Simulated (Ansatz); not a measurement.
System: GeH$_{3}$ (SMILES [GeH3]) (doublet).

```xyz
4

Ge    0.2158   -0.1266   -0.2508
H     1.0563    0.1099    1.0201
H    -0.8843   -1.1774    0.0003
H    -0.3877    1.1940   -0.7696
```

All numbers below come from UKS PBE0-D4/def2-SVP (Ansatz 0.2.0).

Predict the electron density, electron localisation function and spin density between the atoms.

Answer. Ge–H (1.54 Å): ρ at the midpoint is about 1 e/Å³; the ELF climbs to about 1 towards the hydrogen.
The unpaired spin (1 electron) lies mostly on Ge1 (about 0.9), in electrons by Hirshfeld's partition.

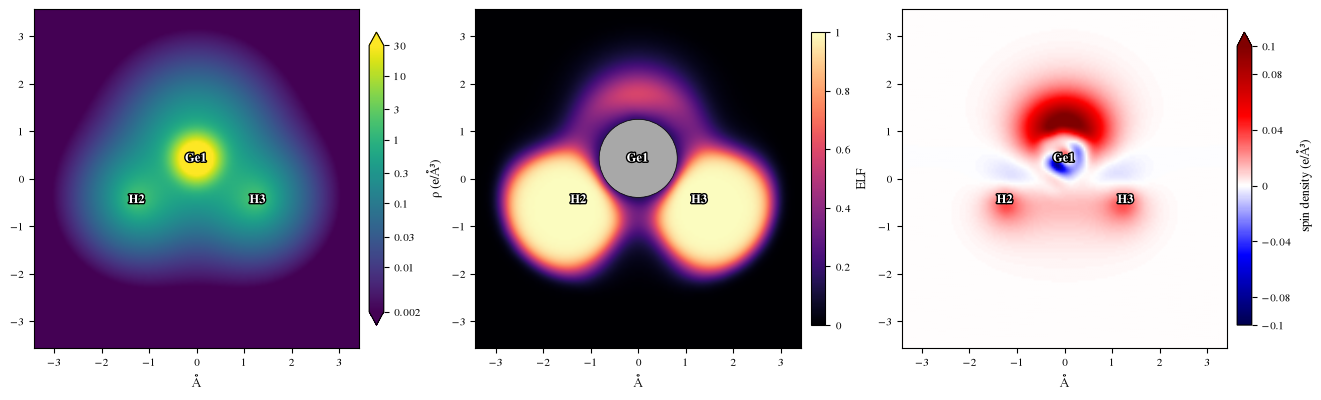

Computed electron density, electron localisation function and spin density on the plane of atoms H2, Ge1 and H3, in this order. Grey discs cover the atomic cores in the ELF map. 
